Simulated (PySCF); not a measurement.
**One shape, several levels: InNH3O (SMILES [NH2][In][OH])**

We compute a comparison of 6 runs (UHF/cc-pVDZ-PP, UMP2/def2-mTZVP, UMP2/def2-SVPD, TD-revPBE0/3-21G, UCCSD/ccECP-cc-pVDZ) of InNH3O. Input form: a Python script.

The results are computed with PySCF 2.14.0.

2 further runs of the same task are left out: 1 that didn't finish, 1 set aside as unsound or not needed.

**1. Starting point**

InNH3O has 6 atoms, charge 0, and is taken as a doublet. As SMILES, `[NH2][In][OH]`. The coordinates come from a PBE0-D4/def2-TZVP relaxation. This is one conformer, not always the lowest.

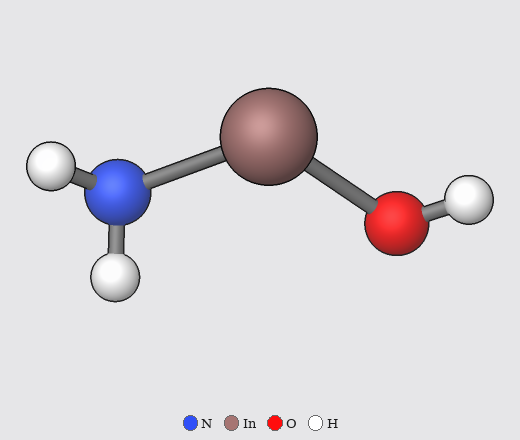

Viewed from a chosen angle; nitrogen blue, indium brown, oxygen red, hydrogen white.

**2. The polarisability at UHF/cc-pVDZ-PP (core potential) (run 1)**

Contents of run.py:

```python
# [NH2][In][OH]
import numpy
from pyscf import gto
from pyscf.prop.polarizability import uhf

mol = gto.Mole()
mol.atom = '''
N     -1.852687    -0.411582    -1.973630
In     1.778043    -0.182737    -0.543107
O      1.763114    -0.204279     3.253541
H     -1.974764     0.065007    -3.824995
H     -3.046616     0.740017    -1.005145
H      3.412089    -0.126990     4.006219
'''
mol.basis = {'default': 'cc-pvdz-pp', 'N': 'cc-pvdz', 'O': 'cc-pvdz', 'H': 'cc-pvdz'}
mol.unit = 'bohr'
mol.spin = 1
mol.max_memory = 1860
mol.ecp = {'In': 'cc-pvdz-pp'}
mol.verbose = 4
mol.build()

myscf = mol.UHF()
myscf.max_cycle = 100
myscf.kernel()
if not myscf.converged:
    myscf = myscf.newton().run(myscf.mo_coeff, myscf.mo_occ)

e_final = myscf.e_tot
print('Final energy', e_final)
pol = uhf.Polarizability(myscf)
alpha = pol.polarizability()
print('isotropic polarizability %.4f bohr^3' % (numpy.trace(alpha) / 3))
alpha_w = pol.polarizability_with_freq(freq=0.0656)
beta = pol.hyper_polarizability()
```

The run is started by

```
$ OMP_NUM_THREADS=1 python run.py
```

The program printed:

```text
PySCF version 2.14.0

[... 114 lines left out ...]
converged SCF energy = -320.264041377678  <S^2> = 0.77023708  2S+1 = 2.0201357
Final energy -320.26404137767764
[... 2 lines left out ...]
isotropic polarizability 47.6328 bohr^3
```

It took 3 s on 1 thread of Intel Xeon 6975P-C (Granite Rapids), shared host; peak memory 0.14 GiB.

**3. Energy and gradient at UMP2/def2-mTZVP (core potential) (run 2)**

Contents of input.py:

```python
import pyscf.grad
from pyscf import gto, scf, mp

system = gto.Mole()
system.atom = [
    ('N', (-0.980400, -0.217800, -1.044400)),
    ('In', (0.940900, -0.096700, -0.287400)),
    ('O', (0.933000, -0.108100, 1.721700)),
    ('H', (-1.045000, 0.034400, -2.024100)),
    ('H', (-1.612200, 0.391600, -0.531900)),
    ('H', (1.805600, -0.067200, 2.120000)),
]
system.symmetry = True
system.spin = 1
system.basis = 'def2-mtzvp'
system.verbose = 3
system.charge = 0
system.max_memory = 1860
system.ecp = {'In': 'def2-svp'}
system.build()

mf = scf.UHF(system)
mf.max_cycle = 100
mf.kernel()
if not mf.converged:
    mf = mf.newton().run(mf.mo_coeff, mf.mo_occ)

pt = mp.MP2(mf, frozen=6).run()
energy = pt.e_tot
print(f'total energy: {energy:.8f} hartree')
grad = pt.Gradients().kernel()
```

The run is started by

```
$ OMP_NUM_THREADS=1 python input.py
```

The program printed:

```text
converged SCF energy = -320.310080106926  <S^2> = 0.76951041  2S+1 = 2.0194162
E(UMP2) = -320.803705112639  E_corr = -0.493625005712469
E(SCS-UMP2) = -320.784657381509  E_corr = -0.474577274582089
total energy: -320.80370511 hartree
--------------- UMP2 gradients ---------------
         x                y                z
0 N    -0.0066589031    -0.0014966040    -0.0033379515
1 In     0.0015411288     0.0020595670     0.0056350835
2 O     0.0109021620    -0.0001382761     0.0009304773
3 H     0.0008273618     0.0000595176     0.0044953240
4 H     0.0043267776    -0.0000703964    -0.0021406462
5 H    -0.0109385271    -0.0004138081    -0.0055822871
----------------------------------------------
```

Wall time 14 s (1 thread of Intel Xeon 6975P-C (Granite Rapids), shared host); peak memory 0.89 GiB.

Runs 3 to 5 aren't shown in full; the table further down has their settings and results.

**4. Energy and forces at UCCSD/ccECP-cc-pVDZ (core potential, Cartesian functions) (run 6)**

Contents of job.py:

```python
# [NH2][In][OH]
import pyscf.grad
from pyscf import gto, cc

mol = gto.M(
    atom='''
N     -0.980400    -0.217800    -1.044400
In     0.940900    -0.096700    -0.287400
O      0.933000    -0.108100     1.721700
H     -1.045000     0.034400    -2.024100
H     -1.612200     0.391600    -0.531900
H      1.805600    -0.067200     2.120000
''',
    verbose=4,
    spin=1,
    basis='ccecp-cc-pvdz',
    max_memory=1860,
    ecp='ccecp',
    cart=True,
)

calc0 = mol.UHF()
calc0.level_shift = 1.0
calc0.kernel()

mycc = cc.CCSD(calc0)
mycc.kernel()
e_tot = mycc.e_tot
print('E = %.10f Eh' % e_tot)
grad = mycc.Gradients().kernel()
```

The run is started by

```
$ OMP_NUM_THREADS=1 python job.py
```

The program printed:

```text
PySCF version 2.14.0

[... 124 lines left out ...]
converged SCF energy = -29.0513069280344  <S^2> = 0.77555278  2S+1 = 2.0253916
[... 11 lines left out ...]
Init t2, MP2 energy = -0.413782076900092
[... 19 lines left out ...]
UCCSD converged
[... 26 lines left out ...]
----------------------------------------------
```

It took 23 s on 1 thread of Intel Xeon 6975P-C (Granite Rapids), shared host; peak memory 0.58 GiB.

**5. The series**

```tsv
run	level	task	light atom basis	energy (Eh)	dipole moment (D) of the reference	HOMO energy (eV)	LUMO energy (eV)	wall time
1	UHF/cc-pVDZ-PP (core potential)	polarizability	cc-pvdz	-320.264041	2.99	-8.54	0.34	3 s
2	UMP2/def2-mTZVP (core potential)	gradient	–	-320.803705	3.16	-8.69	0.14	14 s
3	UMP2/def2-SVPD (core potential)	gradient	–	-320.646408	3.15	-8.77	-0.17	19 s
4	TD-revPBE0/3-21G	excited	–	-5847.980024	2.22	-5.36	-2.65	64 s
5	TD-revPBE0/3-21G (density fitting)	excited	–	-5847.981292	2.22	-5.36	-2.64	71 s
6	UCCSD/ccECP-cc-pVDZ (core potential, Cartesian functions)	gradient	–	-29.484108	3.09	-8.72	0.02	23 s
```

**6. Summary of results**

```
                                                         quantity         value
                                              run 6: total energy  -29.48411 Eh
                      run 6: dipole moment (Hartree–Fock density)        3.09 D
run 6: HOMO energy (Hartree–Fock orbitals) (highest over α and β)      -8.72 eV
 run 6: LUMO energy (Hartree–Fock orbitals) (lowest over α and β)       0.02 eV
                                        run 6: correlation energy    -432.8 mEh
                         run 6: ⟨S²⟩ of the reference determinant         0.776
                                             run 6: T1 diagnostic         0.023
                                  run 6: largest force on an atom    0.653 eV/Å
```

**Reading.** Some runs of one species differ in core potentials or relativity; totals across that change don't compare. In runs 4, 5 relativity is left out where basis or elements ask for it. All runs together took 3.2 min, the longest 71 s.
